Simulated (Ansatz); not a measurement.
**CH3NO2Si: one molecule under many settings**

How do the results and run time of CH3NO2Si respond when the settings are drawn wide?

The runs use Ansatz 0.2.0, Gaussian basis; the settings change from run to run.

### Step 1. The molecule

The geometry comes from an earlier relaxation with PBE0-D4 in a triple-zeta def2 set; it is a stationary point, not always the lowest conformer.

SMILES `O=C=N[SiH2]O`, 8 atoms, charge 0, spin multiplicity 1.

Atoms are counted from 1 here; the program's logs count them from 0.

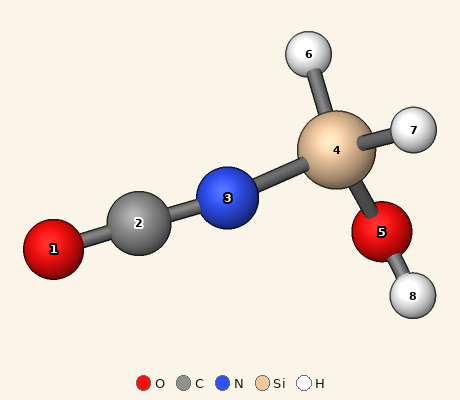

The structure; oxygen red, carbon grey, nitrogen blue, silicon light orange, hydrogen white; atoms are numbered from 1 in the order of the file.

### Step 2. PBE0-DH/6-31++G**

File in.yaml:

```yaml
crystal:
  periodic: [false, false, false]
  atoms:
    - {symbol: O, position_ang: [1.115858, -2.983687, 0.461129]}
    - {symbol: C, position_ang: [0.870075, -1.863154, 0.264818]}
    - {symbol: N, position_ang: [0.648129, -0.713358, 0.029538]}
    - {symbol: Si, position_ang: [-0.035002, 0.851927, 0.135459]}
    - {symbol: O, position_ang: [-1.552394, 0.889939, -0.470720]}
    - {symbol: H, position_ang: [-0.155193, 1.233687, 1.555763]}
    - {symbol: H, position_ang: [0.875189, 1.744341, -0.616967]}
    - {symbol: H, position_ang: [-1.674563, 0.783206, -1.414921]}
basis:
  gaussian: {orbitals: "6-31++G**"}
hamiltonian: {xc: {name: PBE0-DH}}
```

Run with:

```
$ ansatz run in.yaml --threads 2 --pin off --events-out ev --progress --plain --max-ram 4352MiB
```

What it wrote:

```text
Functional definition: PBE0-DH
  name "PBE0-DH"
  cite "Brémond & Adamo, J. Chem. Phys. 135, 024106 (2011) doi:10.1063/1.3604569"
  cite "Perdew, Burke & Ernzerhof, Phys. Rev. Lett. 77, 3865 (1996) doi:10.1103/PhysRevLett.77.3865"
  parameter a = 1/2
  parameter c = 1/8
  exchange = (1 - a)*pbe_x + a*exact_x
  correlation = (1 - c)*pbe_c + c*(mp2_os + mp2_ss)
1036 factors; integrals over basis functions are off by at most 1.3e-3 eV
mean field evaluation 1: about -14527.4447 eV, gradient 6.1e1 eV
mean field evaluation 2: about -14527.8862 eV, gradient 6.1e1 eV
mean field evaluation 4: about -14534.1907 eV, gradient 5.3e0 eV
mean field evaluation 8: about -14534.2765 eV, gradient 7.3e-1 eV
mean field evaluation 16: about -14534.2775 eV, gradient 1.2e-4 eV
mean field -14534.27747072 eV, -534.1248453618 hartree, gradient 9.1e-6 eV, S^2 0.000000; 0 other end points of the search recorded, 0 dependent functions left out
9 core orbitals not correlated: weight in the atoms' cores, before any rotation towards them, 1.000 or more for the frozen orbitals, at most 0.000 for the correlated occupied ones
reference -14534.27751550 eV, -534.1248470075 hartree; 14, 14 occupied and 94, 94 virtual orbitals, 1036 factors
second order -25.23029026 eV of doubles, -0.00000000 eV of singles
Total energy: -14537.43130178 eV, -534.2407465157 hartree
```

It took 3.5 s on 2 threads of Intel Xeon Platinum 8259CL at 2.50GHz, shared host.

### Step 3. PBE0/def2-mTZVPP

Options: density fitting with def2-universal-jkfit, a grid of angular degree 11, finite nuclei, D4 dispersion, the search for lower states set to full.

Edit in.yaml of step 2 so:

```diff
@@ -12,3 +12,5 @@
 basis:
-  gaussian: {orbitals: "6-31++G**"}
-hamiltonian: {xc: {name: PBE0-DH}}
+  gaussian: {orbitals: def2-mTZVPP, fitting: {mean_field: def2-universal-jkfit}, final_grid: {core_spheres: 5, valence_spheres: 4, degree: 11}, nuclear_model: gaussian}
+hamiltonian: {xc: {name: PBE0}, dispersion: d4}
+scf: {lower_state_search: full}
+output: {forces: true}
```

Launched as before.

What it wrote, shortened:

```text
Functional definition: PBE0
  name "PBE0"
  cite "Adamo & Barone, J. Chem. Phys. 110, 6158 (1999) doi:10.1063/1.478522"
  cite "Perdew, Burke & Ernzerhof, Phys. Rev. Lett. 77, 3865 (1996) doi:10.1103/PhysRevLett.77.3865"
  parent pbe
[...]
488 factors; integrals over basis functions are off by at most 8.8e-1 eV
[...]
mean field -14541.72296412 eV, -534.3984621975 hartree, gradient 2.2e-5 eV, S^2 0.000000; 0 other end points of the search recorded, 0 dependent functions left out
[...]
reference -14541.72298824 eV, -534.3984630839 hartree; 23, 23 occupied and 110, 110 virtual orbitals, 488 factors
Total energy: -14541.84981076 eV, -534.4031237255 hartree
Atom 0 at     1.115858    -2.983687     0.461129 Å, force     0.010139    -0.146448     0.080073 eV/Å
Atom 1 at     0.870075    -1.863154     0.264818 Å, force    -0.028321     0.122621    -0.074089 eV/Å
Atom 2 at     0.648129    -0.713358     0.029538 Å, force     0.117380    -0.150460    -0.089381 eV/Å
Atom 3 at    -0.035002     0.851927     0.135459 Å, force     0.189192     0.168964     0.155076 eV/Å
Atom 4 at    -1.552394     0.889939    -0.470720 Å, force    -0.366176     0.080310    -0.009316 eV/Å
Atom 5 at    -0.155193     1.233687     1.555763 Å, force    -0.000029    -0.003130    -0.009531 eV/Å
Atom 6 at     0.875189     1.744341    -0.616967 Å, force    -0.013600    -0.005515     0.004588 eV/Å
Atom 7 at    -1.674563     0.783206    -1.414921 Å, force     0.091415    -0.066343    -0.057420 eV/Å
Dipole moment:    -0.064680     0.361675    -0.263125 e Å
```

Wall time 1.2 s (2 threads of Intel Xeon Platinum 8259CL at 2.50GHz, shared host).

Largest force 0.375 eV/Å, dipole 2.17 D.

### Step 4. wB97M-V/aug-pcseg-2

Edit in.yaml of step 3 so:

```diff
@@ -12,5 +12,4 @@
 basis:
-  gaussian: {orbitals: def2-mTZVPP, fitting: {mean_field: def2-universal-jkfit}, final_grid: {core_spheres: 5, valence_spheres: 4, degree: 11}, nuclear_model: gaussian}
-hamiltonian: {xc: {name: PBE0}, dispersion: d4}
-scf: {lower_state_search: full}
+  gaussian: {orbitals: aug-pcseg-2}
+hamiltonian: {xc: {name: wB97M-V}}
 output: {forces: true}
```

Same command.

What it wrote, shortened:

```text
Functional definition: wB97M-V
  name "wB97M-V"
  cite "Mardirossian & Head-Gordon, J. Chem. Phys. 144, 214110 (2016) doi:10.1063/1.4952647"
  cite "Becke, J. Chem. Phys. 107, 8554 (1997) doi:10.1063/1.475007"
  cite "Vydrov & Van Voorhis, J. Chem. Phys. 133, 244103 (2010) doi:10.1063/1.3521275"
  # Of w^i u^j: cxij and so on, Table III.
[...]
  gx(w, u) = 1 - cx + cx01*u + cx10*w
  gss(w, u) = css00 + css04*u^4 + css10*w + css20*w^2 + css43*w^4*u^3
  gos(w, u) = cos00 + cos10*w + (cos20 + cos21*u)*w^2 + (cos60 + cos61*u)*w^6
[...]
      + integral(e_c_pw_mod_opposite_spin*gos(b97_w_opposite, b97_u_opposite)) + vv10(b, c)
1298 factors; their error is unknown
556 factors; integrals over basis functions are off by at most 3.4e-5 eV
[...]
mean field -14550.40877048 eV, -534.7176596938 hartree, gradient 4.5e-5 eV, S^2 0.000000; 0 other end points of the search recorded, 0 dependent functions left out
[...]
reference -14550.40886025 eV, -534.7176629928 hartree; 23, 23 occupied and 280, 280 virtual orbitals, 1298 factors
Total energy: -14550.40886025 eV, -534.7176629928 hartree
Atom 0 at     1.115858    -2.983687     0.461129 Å, force     0.013841    -0.079629     0.020502 eV/Å
Atom 1 at     0.870075    -1.863154     0.264818 Å, force    -0.004986     0.024892    -0.010701 eV/Å
Atom 2 at     0.648129    -0.713358     0.029538 Å, force     0.028880    -0.059242    -0.024032 eV/Å
Atom 3 at    -0.035002     0.851927     0.135459 Å, force     0.175773     0.265911     0.174917 eV/Å
Atom 4 at    -1.552394     0.889939    -0.470720 Å, force    -0.084589    -0.013618    -0.122415 eV/Å
Atom 5 at    -0.155193     1.233687     1.555763 Å, force     0.012696    -0.046703    -0.172926 eV/Å
Atom 6 at     0.875189     1.744341    -0.616967 Å, force    -0.118077    -0.099530     0.083222 eV/Å
Atom 7 at    -1.674563     0.783206    -1.414921 Å, force    -0.023538     0.007918     0.051433 eV/Å
Dipole moment:    -0.062189     0.337853    -0.266385 e Å
```

Wall time 27 s (2 threads of Intel Xeon Platinum 8259CL at 2.50GHz, shared host); peak memory 1.3 GiB.

Largest force 0.364 eV/Å, dipole 2.09 D.

### Step 5. wB97X-V/STO-3G

Edit in.yaml of step 4 so:

```diff
@@ -12,4 +12,4 @@
 basis:
-  gaussian: {orbitals: aug-pcseg-2}
-hamiltonian: {xc: {name: wB97M-V}}
+  gaussian: {orbitals: STO-3G}
+hamiltonian: {xc: {name: wB97X-V}}
 output: {forces: true}
```

The command is unchanged.

What it wrote, shortened:

```text
Functional definition: wB97X-V
  name "wB97X-V"
  cite "Mardirossian & Head-Gordon, Phys. Chem. Chem. Phys. 16, 9904 (2014) doi:10.1039/C3CP54374A"
  cite "Becke, J. Chem. Phys. 107, 8554 (1997) doi:10.1063/1.475007"
  cite "Vydrov & Van Voorhis, J. Chem. Phys. 133, 244103 (2010) doi:10.1063/1.3521275"
[...]
      + integral(e_c_pw_opposite_spin*poly(b97_u_opposite, cos0, cos1)) + vv10(b, c)
416 factors; integrals over basis functions are off by at most 3.6e-5 eV
157 factors; integrals over basis functions are off by at most 1.1e-6 eV
[...]
mean field -14363.70517208 eV, -527.8564290051 hartree, gradient 1.1e-5 eV, S^2 0.000000; 0 other end points of the search recorded, 0 dependent functions left out
[...]
reference -14363.70517111 eV, -527.8564289693 hartree; 23, 23 occupied and 9, 9 virtual orbitals, 416 factors
Total energy: -14363.70517111 eV, -527.8564289693 hartree
Atom 0 at     1.115858    -2.983687     0.461129 Å, force     1.504709    -6.619312     1.090102 eV/Å
Atom 1 at     0.870075    -1.863154     0.264818 Å, force    -0.941084     3.445298    -0.389274 eV/Å
Atom 2 at     0.648129    -0.713358     0.029538 Å, force    -0.404355     2.827035    -0.672118 eV/Å
Atom 3 at    -0.035002     0.851927     0.135459 Å, force     1.432645     0.990923     0.146711 eV/Å
Atom 4 at    -1.552394     0.889939    -0.470720 Å, force    -1.658275     0.426667     2.964840 eV/Å
Atom 5 at    -0.155193     1.233687     1.555763 Å, force     0.053626    -0.211296    -0.818428 eV/Å
Atom 6 at     0.875189     1.744341    -0.616967 Å, force    -0.385100    -0.476700     0.516154 eV/Å
Atom 7 at    -1.674563     0.783206    -1.414921 Å, force     0.397836    -0.382615    -2.837987 eV/Å
Dipole moment:    -0.082031     0.415560    -0.208180 e Å
```

Run time: 3.3 s. Hardware: 2 threads of Intel Xeon Platinum 8259CL at 2.50GHz, shared host.

Largest force 6.875 eV/Å, dipole 2.27 D.

### Step 6. B3LYP/ANO-RCC-VTZP

Options: unrestricted orbitals.

Edit in.yaml of step 5 so:

```diff
@@ -12,4 +12,5 @@
 basis:
-  gaussian: {orbitals: STO-3G}
-hamiltonian: {xc: {name: wB97X-V}}
+  gaussian: {orbitals: ANO-RCC-VTZP}
+magnetization: {spin_polarized: true, initial_magnetization: 0}
+hamiltonian: {xc: {name: B3LYP}}
 output: {forces: true}
```

Same command.

What it wrote, shortened:

```text
Functional definition: B3LYP
  name "B3LYP"
  cite "Stephens, Devlin, Chabalowski & Frisch, J. Phys. Chem. 98, 11623 (1994) doi:10.1021/j100096a001"
  cite "Becke, Phys. Rev. A 38, 3098 (1988) doi:10.1103/PhysRevA.38.3098"
  cite "Lee, Yang & Parr, Phys. Rev. B 37, 785 (1988) doi:10.1103/PhysRevB.37.785"
  cite "Vosko, Wilk & Nusair, Can. J. Phys. 58, 1200 (1980) doi:10.1139/p80-159"
[...]
1393 factors; their error is unknown
[...]
mean field -14574.55255398 eV, -535.6049273723 hartree, gradient 5.9e-5 eV, S^2 0.000000; 0 other end points of the search recorded, 0 dependent functions left out
[...]
reference -14574.55286536 eV, -535.6049388154 hartree; 23, 23 occupied and 173, 173 virtual orbitals, 1393 factors
Total energy: -14574.55286536 eV, -535.6049388154 hartree
Relativity: scalar
Atom 0 at     1.115858    -2.983687     0.461129 Å, force     0.067030    -0.297308     0.051414 eV/Å
Atom 1 at     0.870075    -1.863154     0.264818 Å, force    -0.040109     0.192188    -0.037751 eV/Å
Atom 2 at     0.648129    -0.713358     0.029538 Å, force     0.059858    -0.122490    -0.021739 eV/Å
Atom 3 at    -0.035002     0.851927     0.135459 Å, force     0.334531     0.287666     0.227792 eV/Å
Atom 4 at    -1.552394     0.889939    -0.470720 Å, force    -0.292510     0.012209    -0.120570 eV/Å
Atom 5 at    -0.155193     1.233687     1.555763 Å, force     0.001855    -0.019733    -0.100240 eV/Å
Atom 6 at     0.875189     1.744341    -0.616967 Å, force    -0.072459    -0.051398     0.051627 eV/Å
Atom 7 at    -1.674563     0.783206    -1.414921 Å, force    -0.058195    -0.001133    -0.050533 eV/Å
Dipole moment:    -0.056104     0.348949    -0.264448 e Å
```

It took 16 s on 2 threads of Intel Xeon Platinum 8259CL at 2.50GHz, shared host; peak memory 0.74 GiB.

Largest force 0.497 eV/Å, dipole 2.12 D, ⟨S²⟩ 0.000.

### Step 7. B2PLYP/def2-TZVPP

Edit in.yaml of step 6 so:

```diff
@@ -12,5 +12,4 @@
 basis:
-  gaussian: {orbitals: ANO-RCC-VTZP}
-magnetization: {spin_polarized: true, initial_magnetization: 0}
-hamiltonian: {xc: {name: B3LYP}}
+  gaussian: {orbitals: def2-TZVPP}
+hamiltonian: {xc: {name: B2PLYP}}
 output: {forces: true}
```

The command is unchanged.

What it wrote, shortened:

```text
Functional definition: B2PLYP
  name "B2PLYP"
  cite "Grimme, J. Chem. Phys. 124, 034108 (2006) doi:10.1063/1.2148954"
  cite "Becke, Phys. Rev. A 38, 3098 (1988) doi:10.1103/PhysRevA.38.3098"
  cite "Lee, Yang & Parr, Phys. Rev. B 37, 785 (1988) doi:10.1103/PhysRevB.37.785"
[...]
1277 factors; integrals over basis functions are off by at most 1.0e-3 eV
[...]
mean field -14537.03558908 eV, -534.2262043420 hartree, gradient 2.4e-6 eV, S^2 0.000000; 0 other end points of the search recorded, 0 dependent functions left out
9 core orbitals not correlated: weight in the atoms' cores, before any rotation towards them, 1.000 or more for the frozen orbitals, at most 0.000 for the correlated occupied ones
reference -14537.03574789 eV, -534.2262101783 hartree; 14, 14 occupied and 185, 185 virtual orbitals, 1277 factors
second order -30.67039107 eV of doubles, -0.00000000 eV of singles
[...]
Total energy: -14545.31675348 eV, -534.5305315206 hartree
Atom 0 at     1.115858    -2.983687     0.461129 Å, force     0.160522    -0.716088     0.122334 eV/Å
Atom 1 at     0.870075    -1.863154     0.264818 Å, force    -0.064274     0.213733    -0.019565 eV/Å
Atom 2 at     0.648129    -0.713358     0.029538 Å, force    -0.042026     0.389624    -0.100869 eV/Å
Atom 3 at    -0.035002     0.851927     0.135459 Å, force     0.170675     0.226180     0.126180 eV/Å
Atom 4 at    -1.552394     0.889939    -0.470720 Å, force    -0.116304     0.011153    -0.082470 eV/Å
Atom 5 at    -0.155193     1.233687     1.555763 Å, force     0.014746    -0.035828    -0.166656 eV/Å
Atom 6 at     0.875189     1.744341    -0.616967 Å, force    -0.105124    -0.092240     0.096603 eV/Å
Atom 7 at    -1.674563     0.783206    -1.414921 Å, force    -0.018216     0.003466     0.024441 eV/Å
Dipole moment:    -0.067906     0.335973    -0.273043 e Å
```

It took 16 s on 2 threads of Intel Xeon Platinum 8259CL at 2.50GHz, shared host; peak memory 0.67 GiB.

Largest force 0.744 eV/Å, dipole 2.10 D.

### Step 8. r2SCAN0/6-31++G**

Edit in.yaml of step 7 so:

```diff
@@ -12,4 +12,3 @@
 basis:
-  gaussian: {orbitals: def2-TZVPP}
-hamiltonian: {xc: {name: B2PLYP}}
-output: {forces: true}
+  gaussian: {orbitals: "6-31++G**"}
+hamiltonian: {xc: {name: r2SCAN0}}
```

Launched as before.

What it wrote, shortened:

```text
Functional definition: r2SCAN0
  name "r2SCAN0"
  cite "Bursch, Neugebauer, Ehlert & Grimme, J. Chem. Phys. 156, 134105 (2022) doi:10.1063/5.0086040"
  cite "Furness, Kaplan, Ning, Perdew & Sun, J. Phys. Chem. Lett. 11, 8208 (2020) doi:10.1021/acs.jpclett.0c02405"
  cite "Furness, Kaplan, Ning, Perdew & Sun, J. Phys. Chem. Lett. 11, 9248 (2020) doi:10.1021/acs.jpclett.0c03077"
  parent r2scan
[...]
1134 factors; their error is unknown
[...]
mean field -14544.14671843 eV, -534.4875335257 hartree, gradient 4.6e-5 eV, S^2 0.000000; 0 other end points of the search recorded, 0 dependent functions left out
reference -14544.14674580 eV, -534.4875345314 hartree; 23, 23 occupied and 94, 94 virtual orbitals, 1134 factors
Total energy: -14544.14674580 eV, -534.4875345314 hartree
```

Wall time 3.2 s (2 threads of Intel Xeon Platinum 8259CL at 2.50GHz, shared host).

### Step 9. B2GP-PLYP/aug-cc-pVTZ

Edit in.yaml of step 8 so:

```diff
@@ -12,3 +12,4 @@
 basis:
-  gaussian: {orbitals: "6-31++G**"}
-hamiltonian: {xc: {name: r2SCAN0}}
+  gaussian: {orbitals: aug-cc-pVTZ}
+hamiltonian: {xc: {name: B2GP-PLYP}}
+output: {forces: true}
```

Launched as before.

What it wrote, shortened:

```text
Functional definition: B2GP-PLYP
  name "B2GP-PLYP"
  cite "Karton, Tarnopolsky, Lamère, Schatz & Martin, J. Phys. Chem. A 112, 12868 (2008) doi:10.1021/jp801805p"
  cite "Becke, Phys. Rev. A 38, 3098 (1988) doi:10.1103/PhysRevA.38.3098"
  cite "Lee, Yang & Parr, Phys. Rev. B 37, 785 (1988) doi:10.1103/PhysRevB.37.785"
[...]
1776 factors; integrals over basis functions are off by at most 1.2e-3 eV
[...]
mean field -14532.27386971 eV, -534.0512143829 hartree, gradient 2.1e-6 eV, S^2 0.000000; 0 other end points of the search recorded, 0 dependent functions left out
9 core orbitals not correlated: weight in the atoms' cores, before any rotation towards them, 1.000 or more for the frozen orbitals, at most 0.000 for the correlated occupied ones
reference -14532.27401352 eV, -534.0512196678 hartree; 14, 14 occupied and 280, 280 virtual orbitals, 1776 factors
second order -29.66079359 eV of doubles, -0.00000000 eV of singles
[...]
Total energy: -14542.95189921 eV, -534.4436247292 hartree
Atom 0 at     1.115858    -2.983687     0.461129 Å, force     0.132521    -0.588514     0.100561 eV/Å
Atom 1 at     0.870075    -1.863154     0.264818 Å, force    -0.072416     0.267425    -0.034257 eV/Å
Atom 2 at     0.648129    -0.713358     0.029538 Å, force     0.024439     0.097400    -0.080609 eV/Å
Atom 3 at    -0.035002     0.851927     0.135459 Å, force     0.288798     0.343517     0.211984 eV/Å
Atom 4 at    -1.552394     0.889939    -0.470720 Å, force    -0.271979    -0.011285    -0.209062 eV/Å
Atom 5 at    -0.155193     1.233687     1.555763 Å, force     0.014335    -0.034233    -0.146380 eV/Å
Atom 6 at     0.875189     1.744341    -0.616967 Å, force    -0.096058    -0.083746     0.083669 eV/Å
Atom 7 at    -1.674563     0.783206    -1.414921 Å, force    -0.019640     0.009436     0.074094 eV/Å
Dipole moment:    -0.058422     0.356993    -0.263279 e Å
```

Wall time 40 s (2 threads of Intel Xeon Platinum 8259CL at 2.50GHz, shared host); peak memory 1.2 GiB.

Largest force 0.612 eV/Å, dipole 2.15 D.

### Step 10. RPBE/def2-SVP

Options: unrestricted orbitals, atoms shaken by 0.08 Å, D3(BJ) dispersion, the search for lower states set to full.

File in.yaml:

```yaml
crystal:
  periodic: [false, false, false]
  atoms:
    - {symbol: O, position_ang: [1.167913, -3.036045, 0.362884]}
    - {symbol: C, position_ang: [0.714676, -1.870271, 0.113974]}
    - {symbol: N, position_ang: [0.720853, -0.728990, -0.022380]}
    - {symbol: Si, position_ang: [-0.103293, 0.994043, 0.175937]}
    - {symbol: O, position_ang: [-1.616273, 0.910944, -0.487789]}
    - {symbol: H, position_ang: [-0.154920, 1.048926, 1.507721]}
    - {symbol: H, position_ang: [0.876370, 1.725406, -0.592846]}
    - {symbol: H, position_ang: [-1.536130, 0.750657, -1.354187]}
basis:
  gaussian: {orbitals: def2-SVP}
magnetization: {spin_polarized: true, initial_magnetization: 0}
hamiltonian: {xc: {name: RPBE}, dispersion: d3bj}
scf: {lower_state_search: full}
output: {forces: true}
```

Same command.

What it wrote, shortened:

```text
Functional definition: RPBE
  name "RPBE"
  cite "Hammer, Hansen & Nørskov, Phys. Rev. B 59, 7413 (1999) doi:10.1103/PhysRevB.59.7413"
  cite "Perdew, Burke & Ernzerhof, Phys. Rev. Lett. 77, 3865 (1996) doi:10.1103/PhysRevLett.77.3865"
[...]
986 factors; their error is unknown
[...]
mean field -14539.46145131 eV, -534.3153531347 hartree, gradient 2.3e-5 eV, S^2 0.000000; 0 other end points of the search recorded, 0 dependent functions left out
[...]
reference -14539.46147944 eV, -534.3153541686 hartree; 23, 23 occupied and 66, 66 virtual orbitals, 986 factors
Total energy: -14540.33093927 eV, -534.3473062278 hartree
Atom 0 at     1.167913    -3.036045     0.362884 Å, force    -2.850716     4.125041    -1.291271 eV/Å
Atom 1 at     0.714676    -1.870271     0.113974 Å, force     4.054464   -11.713794     2.564015 eV/Å
Atom 2 at     0.720853    -0.728990    -0.022380 Å, force    -2.149144     9.464682    -1.058347 eV/Å
Atom 3 at    -0.103293     0.994043     0.175937 Å, force     1.405194    -3.811892    -3.383510 eV/Å
Atom 4 at    -1.616273     0.910944    -0.487789 Å, force    -0.667112     1.324008     5.678169 eV/Å
Atom 5 at    -0.154920     1.048926     1.507721 Å, force    -0.333012     0.740198     3.902098 eV/Å
Atom 6 at     0.876370     1.725406    -0.592846 Å, force     0.445362     0.958887    -0.341420 eV/Å
Atom 7 at    -1.536130     0.750657    -1.354187 Å, force     0.094964    -1.087131    -6.069736 eV/Å
Dipole moment:    -0.287699     0.902260    -0.220271 e Å
```

It took 2.3 s on 2 threads of Intel Xeon Platinum 8259CL at 2.50GHz, shared host.

Largest force 12.658 eV/Å, dipole 4.67 D, ⟨S²⟩ 0.000.

### Step 11. All runs side by side

```
                level  charge  multiplicity  geometry  functions  energy (eV)   time
    PBE0-DH/6-31++G**       0             1   relaxed        117   -14537.431  3.5 s
     PBE0/def2-mTZVPP       0             1   relaxed        133   -14541.850  1.2 s
  wB97M-V/aug-pcseg-2       0             1   relaxed        303   -14550.409   27 s
       wB97X-V/STO-3G       0             1   relaxed         32   -14363.705  3.3 s
   B3LYP/ANO-RCC-VTZP       0             1   relaxed        196   -14574.553   16 s
    B2PLYP/def2-TZVPP       0             1   relaxed        208   -14545.317   16 s
    r2SCAN0/6-31++G**       0             1   relaxed        117   -14544.147  3.2 s
B2GP-PLYP/aug-cc-pVTZ       0             1   relaxed        303   -14542.952   40 s
        RPBE/def2-SVP       0             1    shaken         89   -14540.331  2.3 s
```

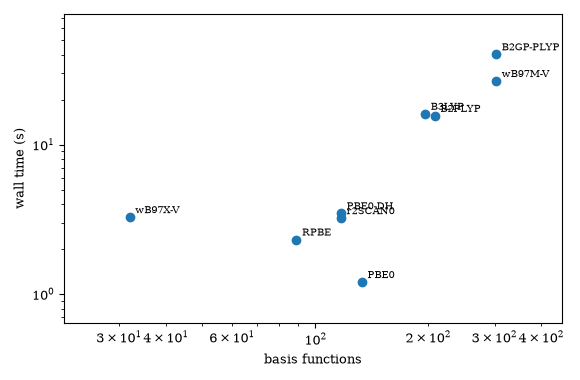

Wall time against the number of basis functions (shared host).

### Step 12. What came out

| quantity | value |
| --- | --- |
| runs | 9 |
| quickest | PBE0/def2-mTZVPP, 1.2 s |
| slowest | B2GP-PLYP/aug-cc-pVTZ, 40 s |
| spread of total energies, same state and geometry | 210.8 eV |
| dipole, same state and geometry | 2.09 to 2.27 D |

In words: B2GP-PLYP/aug-cc-pVTZ took 33 times as long as PBE0/def2-mTZVPP. The jobs differ in tasks and options as well as level. Total energies at one charge and spin differ by 211 eV between levels, so only differences within one level mean anything. Some of these runs are scalar-relativistic and others not, which shifts the totals of all-electron atoms past neon by eV; core potentials, where a basis has them, take the core out of the total altogether. At the PBE0-D4/def2-TZVP geometry and in the same state, runs without warnings or point charges leave forces up to 6.88 eV/Å (wB97X-V/STO-3G), against 12.7 eV/Å where the atoms were moved. At that geometry and state the dipole changes by 9 % between the lowest and highest value.
